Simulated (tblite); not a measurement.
Molecular dynamics of C6H11B (part 2 of 2)

C6H11B; GFN2-xTB Langevin dynamics, gas phase (tblite 0.8.0). It belongs to a series of runs on one base structure; here: constitutional isomer.

Geometry of the input (Å):
```
C  -1.8932  1.2250  0.1367
B  -1.0081  -0.0781  0.2060
C  -1.6722  -1.5026  0.0884
C  0.5430  0.0504  0.4399
C  1.5659  -0.6290  -0.4285
C  2.7374  0.1984  -0.0064
C  1.4634  0.8516  -0.4390
H  -2.9378  1.0433  -0.1043
H  -1.5004  1.9392  -0.5851
H  -1.8652  1.7368  1.0986
H  -2.5937  -1.5759  0.6631
H  -1.9562  -1.6746  -0.9507
H  -1.0207  -2.3221  0.3814
H  0.7926  0.0742  1.5059
H  1.4685  -1.3808  -1.1818
H  3.0129  0.2248  1.0436
H  3.5877  0.2526  -0.6766
H  1.2672  1.5730  -1.2030
```

**Trajectory as extended XYZ, continued**
```
18
Properties=species:S:1:pos:R:3:forces:R:3 step=21 time_fs=525.0 energy=-532.77790 temperature=212.9
C    -1.3453   -0.0675    1.9395   -0.0476  -1.4842  -1.3718
B    -0.6304   -0.6002    0.6064    0.4355  -0.2095  -0.1492
C    -0.9801   -2.0236    0.0161   -0.7628   0.7725  -0.5318
C     0.5439    0.2028   -0.0135    1.3510   0.5947  -0.0404
C     2.0214   -0.2236    0.0610   -0.5838  -1.7426   1.2560
C     2.5322    0.6846   -0.9550    1.1932   0.8754  -1.1309
C     1.3825   -0.1765   -1.2495   -1.5802  -1.1001  -0.8798
H    -2.2685    0.3783    1.5812   -0.2378  -0.0191   0.4484
H    -0.7636    0.6580    2.4273    0.5085   0.8876   0.7013
H    -1.5332   -0.9185    2.6104   -0.2727   0.5529  -0.1567
H    -2.0449   -2.2244    0.0980   -0.1250  -0.1374  -0.0219
H    -0.6888   -2.2558   -1.0214    0.1023   0.1658   0.6506
H    -0.5060   -2.6685    0.7132    0.5173  -0.9498   0.2973
H     0.5673    1.2702    0.2413   -0.5445   0.0754  -0.4398
H     2.4938   -1.0098    0.6376   -0.1559   0.3587  -0.2092
H     2.3003    1.7381   -0.9273    0.4438   0.3493   0.2761
H     3.4923    0.4081   -1.4248   -0.4541   0.3705   0.2063
H     1.1696   -0.8577   -2.0990    0.2129   0.6400   1.0958
18
Properties=species:S:1:pos:R:3:forces:R:3 step=22 time_fs=550.0 energy=-532.72908 temperature=164.6
C    -1.4331   -0.0556    1.8031    1.6385   0.8918   0.2386
B    -0.5363   -0.6364    0.6824    0.2253  -0.0170  -1.6216
C    -0.8717   -2.0666    0.0606    0.8384   1.0423  -0.5685
C     0.5019    0.2787   -0.0703    1.0918   0.0564   0.4239
C     1.9698   -0.2113    0.0199   -1.1453  -0.2080   1.6059
C     2.5216    0.6853   -0.9746    1.9604   0.7077  -0.5932
C     1.3468   -0.1537   -1.2651   -1.5793   0.3265  -0.1818
H    -2.2874    0.3864    1.3519   -0.8344   0.1973  -0.1010
H    -0.8855    0.7608    2.3190   -0.5342  -0.4646   0.0244
H    -1.6780   -0.8377    2.4735   -0.6245  -0.3121   0.8263
H    -1.9179   -2.1346   -0.1144   -0.9054  -0.0755  -0.0688
H    -0.3829   -2.1464   -0.9154   -0.0781  -0.3495   0.2281
H    -0.6041   -2.9038    0.6578    0.3125  -0.5963   0.4684
H     0.4900    1.3660    0.0642   -0.4399  -0.1743  -0.0017
H     2.3154   -0.9484    0.6581    0.7274  -0.9810   0.7048
H     2.4894    1.7491   -0.7636   -0.2623   0.0886  -0.4371
H     3.4869    0.3613   -1.4009   -0.4202   0.2988   0.0167
H     1.0869   -0.8873   -1.9605    0.0293  -0.4310  -0.9635
18
Properties=species:S:1:pos:R:3:forces:R:3 step=24 time_fs=600.0 energy=-532.83874 temperature=184.8
C    -1.5301    0.0133    1.6659   -0.9740  -0.5077  -0.4973
B    -0.6391   -0.6465    0.5328   -0.0442   0.2826   0.6822
C    -0.8273   -2.1309    0.1094   -0.7907  -0.9591   0.0201
C     0.5476    0.2081    0.0651   -0.7322   0.7479  -1.1640
C     1.9450   -0.2612    0.0416    0.6686  -1.4706   1.7181
C     2.4901    0.6920   -0.9184    1.2347   0.9461  -0.4181
C     1.3100   -0.0931   -1.2456   -1.6909  -0.9245  -0.3035
H    -2.3655    0.6243    1.2660    0.2768  -0.5917   0.0677
H    -1.0091    0.7069    2.2896    0.5248   0.2022   0.4177
H    -1.9455   -0.7983    2.2766   -0.1677   0.5105   0.0290
H    -1.8092   -2.2838   -0.4357    1.0151  -0.0061   0.7986
H    -0.0411   -2.4886   -0.5517   -0.0659  -0.0737  -0.0060
H    -0.8086   -2.7859    1.0272   -0.2775   0.5163  -1.0030
H     0.3492    1.2679    0.2195    0.4828   0.2741   0.1559
H     2.3881   -1.0621    0.6107   -0.0182   0.1334  -0.2150
H     2.2963    1.7301   -0.7151    0.5481   0.4890  -0.1023
H     3.4312    0.3876   -1.3777   -0.1033   0.5302  -0.0476
H     1.0140   -0.7254   -2.0497    0.1138  -0.0989  -0.1325
18
Properties=species:S:1:pos:R:3:forces:R:3 step=26 time_fs=650.0 energy=-532.93167 temperature=182.7
C    -1.6418   -0.0145    1.6073   -0.0969   0.6506  -0.0662
B    -0.5639   -0.6980    0.6173   -1.2156   0.6736   0.8731
C    -0.7306   -2.1981    0.2095    1.1709   0.0143   0.7412
C     0.5333    0.2302    0.0543    0.2484   0.2403   0.2045
C     1.9488   -0.3335    0.0948    0.3211  -0.2333   1.4451
C     2.5656    0.5990   -0.8692   -0.1625   0.3722  -0.2929
C     1.3113   -0.1331   -1.1740   -0.6670  -1.2500  -2.1676
H    -2.2414    0.7105    1.0039    0.2066  -0.7040   0.2551
H    -1.2032    0.6634    2.3685    0.0439  -0.5844  -0.3357
H    -2.3380   -0.6878    2.1369    0.3772   0.2845  -0.4193
H    -1.4939   -2.3132   -0.5072   -1.0559  -0.1830  -0.5827
H     0.1607   -2.5857   -0.2395    0.6528  -0.1651  -0.5198
H    -0.8871   -2.8629    1.0492   -0.5373   0.0163   0.2056
H     0.4560    1.3079    0.2683    0.0561  -0.3058  -0.1233
H     2.3589   -1.1520    0.6416   -0.0059  -0.0843   0.0642
H     2.4422    1.6617   -0.7233    0.5046   0.1500   0.0356
H     3.4224    0.2176   -1.3991    0.3936   0.4165   0.0070
H     1.1480   -0.8356   -2.0065   -0.2341   0.6914   0.6762
18
Properties=species:S:1:pos:R:3:forces:R:3 step=27 time_fs=675.0 energy=-532.87038 temperature=181.7
C    -1.6806   -0.0484    1.5113    0.3410  -0.9060   0.3386
B    -0.5940   -0.7395    0.5379   -0.5558   0.1753   1.2968
C    -0.7173   -2.3065    0.2745   -0.5441   0.2782   0.7305
C     0.5652    0.1928    0.1289    0.2696   0.4614  -0.6839
C     1.9687   -0.3566    0.0745   -0.3803  -0.4571   1.1958
C     2.5825    0.6151   -0.8415   -0.4410   0.5255   0.3960
C     1.3101   -0.1153   -1.1758    0.0656   0.9671  -0.0529
H    -2.3442    0.6306    1.0319   -0.3280   0.5985  -0.6662
H    -1.2100    0.5270    2.3114    0.1388  -0.0926  -0.1473
H    -2.3358   -0.7732    1.9947    0.0784  -0.1152   0.0335
H    -1.6422   -2.3914   -0.3254    0.3283  -0.4208   0.4748
H     0.0774   -2.7678   -0.2617    0.6138  -0.1160  -0.6514
H    -0.7826   -2.9213    1.2173   -0.4306   0.8027  -0.8838
H     0.5117    1.2598    0.4168   -0.0694  -0.4438  -0.2618
H     2.3356   -1.1961    0.5802    0.4675  -0.7189   0.3969
H     2.5495    1.6758   -0.6030    0.0979  -0.1195  -0.0804
H     3.4943    0.2323   -1.2247    0.6892   0.1789  -0.7834
H     1.0433   -0.6216   -2.0482   -0.3408  -0.5977  -0.6518
18
Properties=species:S:1:pos:R:3:forces:R:3 step=29 time_fs=725.0 energy=-532.78181 temperature=142.8
C    -1.7776   -0.0441    1.4893   -1.3179   0.7600  -0.4167
B    -0.6288   -0.6593    0.6203    0.1076  -0.5891  -0.7436
C    -0.6426   -2.2386    0.3078    0.3226   0.9650  -1.0856
C     0.5609    0.1723    0.0816    0.6449   0.1855   0.0318
C     1.9113   -0.5205    0.0394    0.4652   1.2646  -0.5378
C     2.6073    0.5807   -0.7195   -0.4182  -0.4051  -0.6473
C     1.3201   -0.0929   -1.2330    0.3939  -0.3172   0.4887
H    -2.4136    0.7738    1.0069    1.1624  -0.8148   0.3278
H    -1.4135    0.3981    2.4192   -0.0798  -0.1756  -0.1095
H    -2.5229   -0.8128    1.6978    0.1032   0.0357   0.4346
H    -1.6046   -2.5775   -0.0196   -0.6714   0.0343  -0.4770
H     0.0942   -2.5685   -0.4625   -0.4419   0.2019   0.8426
H    -0.5353   -2.7706    1.2139    0.6636  -0.5990   0.9541
H     0.6988    1.2055    0.4227   -0.5773  -0.0414  -0.1214
H     2.3623   -1.2961    0.5748    0.0264  -0.9705   0.2050
H     2.5390    1.5902   -0.3210   -0.1155  -0.0037  -0.1912
H     3.5737    0.4310   -1.2309   -0.6376  -0.2988   0.2492
H     1.0169   -0.6470   -2.1364    0.3696   0.7682   0.7964
18
Properties=species:S:1:pos:R:3:forces:R:3 step=30 time_fs=750.0 energy=-532.86161 temperature=181.5
C    -1.7537   -0.0297    1.4235   -0.3600  -0.1234  -0.7377
B    -0.6504   -0.7180    0.5378    0.3184   0.1591   0.0552
C    -0.6034   -2.2650    0.2686   -1.8462   0.3778   0.4375
C     0.5598    0.1455    0.1156    0.7368   1.4174  -0.1528
C     1.9381   -0.4829    0.1333    0.7572   0.8085  -1.4696
C     2.6325    0.5485   -0.7777   -1.7310  -0.5658   0.0969
C     1.3201   -0.1206   -1.1731    0.9735   0.5615   1.5253
H    -2.1477    0.8803    0.9917    0.0175   0.2569  -0.3795
H    -1.3139    0.3038    2.3336    0.3247   0.0203   0.8473
H    -2.6162   -0.6416    1.6289   -0.1806  -0.3206   0.2761
H    -1.5469   -2.5881   -0.1768   -0.1823   0.0956  -0.2507
H     0.1471   -2.6347   -0.3855    0.8151  -0.3418   0.1268
H    -0.7057   -2.7251    1.2553    0.7755  -0.3173  -0.1798
H     0.5973    1.2423    0.3695   -0.3068  -0.9146   0.0447
H     2.3371   -1.3839    0.5478   -0.1335   0.0479   0.0486
H     2.6577    1.6087   -0.5755   -0.3755   0.1243   0.5267
H     3.4666    0.3189   -1.3981    0.6510  -0.7020  -0.0685
H     1.0409   -0.5982   -2.0563   -0.2539  -0.5837  -0.7465
18
Properties=species:S:1:pos:R:3:forces:R:3 step=32 time_fs=800.0 energy=-532.81490 temperature=152.5
C    -1.8045   -0.0006    1.2886    0.3402  -1.1848   0.4102
B    -0.5623   -0.7262    0.5252   -0.8536   1.5381   0.6257
C    -0.6510   -2.2380    0.2468    1.3566  -0.8624  -0.9111
C     0.6465    0.1145    0.0316   -0.2186  -1.0113  -0.2152
C     2.0750   -0.4261    0.1145   -1.1903   0.9581  -0.0344
C     2.6143    0.5832   -0.7988    1.2661  -0.1816  -1.4868
C     1.4352   -0.2759   -1.1992    0.8181  -0.0369   0.5562
H    -2.1314    0.9760    0.9349    0.0600  -0.3201  -0.1844
H    -1.5657    0.1436    2.3630    0.0143  -0.0945  -0.5745
H    -2.6236   -0.7513    1.2736    0.1151   0.8896   0.0276
H    -1.4239   -2.4493   -0.4862   -0.3611  -0.0715   0.2322
H     0.2901   -2.5320   -0.3027   -0.7601  -0.2430   0.8487
H    -0.8017   -2.8656    1.1345    0.0433   0.1410  -0.4663
H     0.5745    1.1659    0.1043   -0.1723   1.1456   0.4304
H     2.4861   -1.1000    0.7924    0.4265  -0.8523   0.4032
H     2.4712    1.6331   -0.6966   -0.3741   0.6845   0.4544
H     3.6101    0.4347   -1.2540   -0.4815  -0.3774   0.0767
H     1.2386   -0.9150   -2.0224   -0.0286  -0.1211  -0.1925
18
Properties=species:S:1:pos:R:3:forces:R:3 step=34 time_fs=850.0 energy=-532.88758 temperature=185.5
C    -1.7797   -0.0626    1.1893    0.6989   0.8228   0.6313
B    -0.5657   -0.7465    0.5138    0.4116  -0.3344  -0.9569
C    -0.6360   -2.3376    0.2599    0.0339   1.2468  -0.6042
C     0.5941    0.2048   -0.0051    0.7972  -0.4984   0.4590
C     2.0568   -0.2726    0.2217   -0.6707  -0.3171  -0.0545
C     2.6494    0.5871   -0.8661    0.2574   0.4029   1.1105
C     1.4895   -0.3085   -1.1243   -0.6509   0.0050  -0.6889
H    -1.9153    0.9230    0.7356   -0.2514  -0.0638   0.4338
H    -1.4678    0.0587    2.2401   -0.1045   0.4005  -0.2256
H    -2.7037   -0.5754    1.2576   -0.7906  -0.5119  -0.2749
H    -1.5868   -2.5482   -0.2626    0.5590  -0.1493   0.3582
H     0.1961   -2.7489   -0.2972   -0.0059  -0.0143  -0.2500
H    -0.6193   -2.8169    1.2093   -0.3186  -0.5168   0.6789
H     0.5203    1.3133    0.0851   -0.2590  -0.8052  -0.1634
H     2.4525   -1.0164    0.8990   -0.1043   0.3279  -0.2858
H     2.5886    1.6826   -0.6892   -0.2310  -0.7328  -0.5830
H     3.6173    0.2607   -1.1988    0.2960   0.0545  -0.3405
H     1.2656   -1.0395   -1.9177    0.3329   0.6836   0.7560
18
Properties=species:S:1:pos:R:3:forces:R:3 step=35 time_fs=875.0 energy=-532.76639 temperature=176.2
C    -1.7192    0.0343    1.1760   -0.0620  -0.1139   0.6716
B    -0.5856   -0.7674    0.5209    1.2143  -1.0693  -0.5017
C    -0.6248   -2.3931    0.3128   -0.1523   2.1429   0.1026
C     0.6092    0.1179    0.0251    1.0050   0.7334  -0.2444
C     2.1076   -0.2467    0.2178   -1.7005  -0.1185  -0.3636
C     2.6487    0.5865   -0.8669   -0.8903   0.7163   0.0246
C     1.4807   -0.3448   -1.1403    0.8817   1.2438   2.0805
H    -1.9005    0.9068    0.5678   -0.0789   0.5415   0.4133
H    -1.4074    0.2648    2.2167   -0.2987   0.3577  -0.7171
H    -2.6311   -0.5113    1.2423   -0.8092  -0.3304   0.1936
H    -1.6353   -2.6487   -0.0035    0.3608  -0.4317   0.1038
H     0.1322   -2.6865   -0.3763    0.1547  -0.3516  -0.8128
H    -0.3352   -2.8676    1.2239   -0.3341  -0.3819   0.7021
H     0.4473    1.2423    0.0525    0.0689  -1.1464  -0.0561
H     2.5898   -0.8234    0.9610    0.0286  -0.5341   0.1131
H     2.4324    1.6720   -0.7797    0.3728  -0.6257  -0.4718
H     3.6112    0.2834   -1.2277    0.3345   0.2635  -0.3163
H     1.3368   -1.1242   -1.8044   -0.0951  -0.8957  -0.9214
18
Properties=species:S:1:pos:R:3:forces:R:3 step=37 time_fs=925.0 energy=-532.81873 temperature=240.3
C    -1.6921   -0.0571    1.2821    0.2932  -1.0004   1.3857
B    -0.5250   -0.7778    0.5357   -0.0782  -1.7838  -0.1632
C    -0.5332   -2.3791    0.3298   -0.4396   0.7174   1.5529
C     0.6092    0.0827   -0.0253    1.2780  -1.2034  -0.5820
C     2.0812   -0.2976    0.2249   -0.4917  -0.0341   0.2020
C     2.6630    0.5917   -0.8201   -1.0690  -1.3524  -0.3887
C     1.5713   -0.4180   -1.1312   -0.5648   0.3411   0.1196
H    -2.2603    0.3869    0.5245   -1.0401   0.8242  -0.9892
H    -1.2171    0.7448    1.8441   -0.5229   0.0621   0.3797
H    -2.4051   -0.6711    1.9143    1.0468   0.7407  -0.6140
H    -1.5842   -2.7086    0.3646    0.5711  -0.2216  -0.1751
H    -0.0313   -2.7327   -0.5458    0.1160  -0.2056  -0.3177
H    -0.0282   -2.8183    1.2313   -0.4165   0.2184  -0.8144
H     0.3890    1.1168   -0.0508    0.1426   1.1898  -0.0034
H     2.5410   -1.0026    0.8886   -0.1221   0.2241   0.1236
H     2.3225    1.5886   -0.9007    0.3297   0.9965   0.1537
H     3.6094    0.3001   -1.1973    0.8548   0.2920  -0.2373
H     1.4472   -1.1666   -1.8974    0.1127   0.1951   0.3677
18
Properties=species:S:1:pos:R:3:forces:R:3 step=38 time_fs=950.0 energy=-532.78864 temperature=227.8
C    -1.7251   -0.1135    1.3319    1.3445   0.3941  -1.7771
B    -0.4699   -0.7740    0.5507   -1.5761  -1.3534   0.3197
C    -0.4837   -2.3949    0.3475   -0.1512   0.7787   1.2567
C     0.6013    0.1169   -0.0848    0.6859   0.2457  -0.0907
C     2.0547   -0.2505    0.2283   -0.9617   0.1799   0.3679
C     2.7560    0.5027   -0.8027   -0.2953   1.3779  -0.5705
C     1.5629   -0.3200   -1.1633   -0.1839  -0.3578   0.4066
H    -2.5873   -0.1243    0.6659    0.0421   0.1831  -0.0421
H    -1.4787    0.9183    1.5832   -0.3945  -0.1545   0.2575
H    -1.9947   -0.6994    2.1540   -0.3371  -0.5051   1.3612
H    -1.4936   -2.8063    0.1759    0.5738   0.2766   0.0186
H     0.1597   -2.5901   -0.4748    0.3071  -0.6533  -0.6392
H    -0.0734   -2.9380    1.2385   -0.3294   0.5304  -0.7191
H     0.3241    1.1548   -0.1473    0.3074   0.6535   0.2348
H     2.4562   -0.9427    0.9060    0.0748  -0.5948   0.5781
H     2.7275    1.6099   -0.8477   -0.0200  -0.7225  -0.0143
H     3.6737    0.0410   -1.0793    0.8573   0.1812  -0.3604
H     1.4643   -1.1505   -1.8011    0.0564  -0.4595  -0.5876
18
Properties=species:S:1:pos:R:3:forces:R:3 step=40 time_fs=1000.0 energy=-532.82953 temperature=232.4
C    -1.7951   -0.2657    1.2339    1.2956  -0.3392   0.1956
B    -0.5531   -0.7239    0.3161   -0.3189   0.4229   0.6381
C    -0.2390   -2.2350    0.1308   -0.2892  -0.3014   0.5132
C     0.6185    0.1973   -0.0785    0.0056   0.6521  -0.3722
C     2.0197   -0.3287    0.1529    0.1504   0.9381   0.3412
C     2.6910    0.5988   -0.8326    0.3764  -0.4209   0.8415
C     1.5480   -0.2842   -1.1873   -0.4032   0.1718  -1.7653
H    -2.6606   -0.9093    1.1524   -0.0392  -0.0749   0.1446
H    -2.1098    0.7607    1.0975    0.0424   0.0821   0.1189
H    -1.3417   -0.3806    2.2638   -0.7779   0.2507  -0.8601
H    -1.0977   -2.7906   -0.1874   -0.4852  -0.4554  -0.1796
H     0.5619   -2.4357   -0.5728    0.0719  -0.2617   0.4009
H    -0.0275   -2.5966    1.1579    0.2662  -0.1049  -0.6991
H     0.5298    1.2955    0.0027   -0.0431  -0.4231  -0.0523
H     2.3514   -1.0828    0.7718    0.5957  -0.9695   1.0085
H     2.5048    1.6305   -0.6396   -0.0113   0.6988  -0.2316
H     3.7221    0.3896   -1.1095   -0.2878  -0.1638  -0.2184
H     1.4461   -0.9871   -1.9985   -0.1487   0.2984   0.1761
```

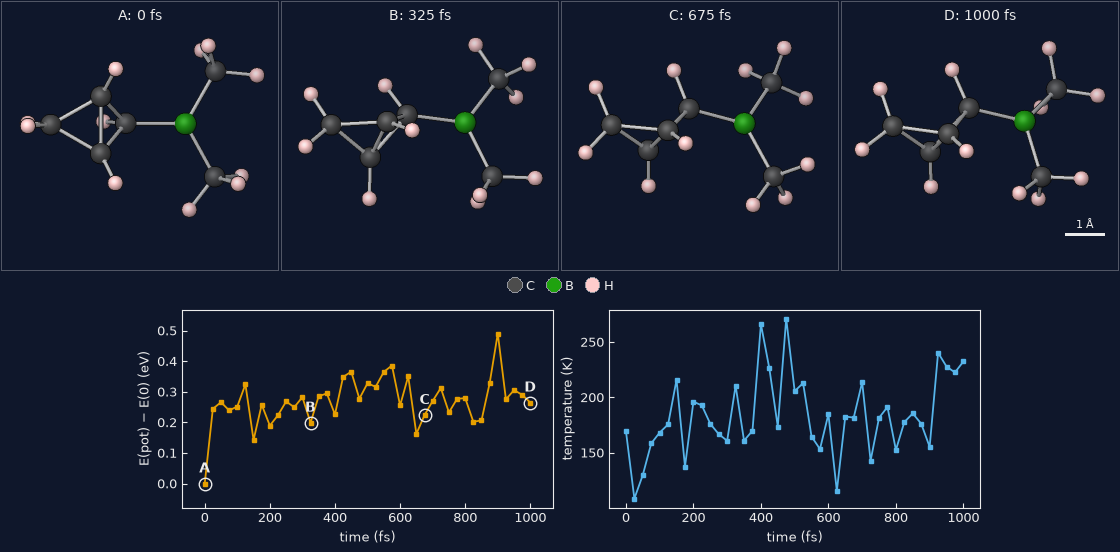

Frames of the molecular dynamics (ball-and-stick, seen at a tilt) above the curves, on which the letters mark them. The trajectory kept here has 41 frames over 1000 fs. The temperature starts at 170 K, ranges from 109 to 271 K and averages 186 K over the second half. The potential energy ends 0.265 eV above its first value. After an unweighted best fit of the last frame on the first, the root-mean-square displacement is 1.26 Å, and H18 has moved furthest (2.08 Å).

**Summary**

| quantity | value |
| --- | --- |
| outcome | finished |
| mean temperature over the second half | 186 K |
| trajectory | 41 frames kept, 1000 fs |
| hardware | 1 CPU thread, shared host |
| wall time | 18 s |
| peak memory | 0.18 GiB |
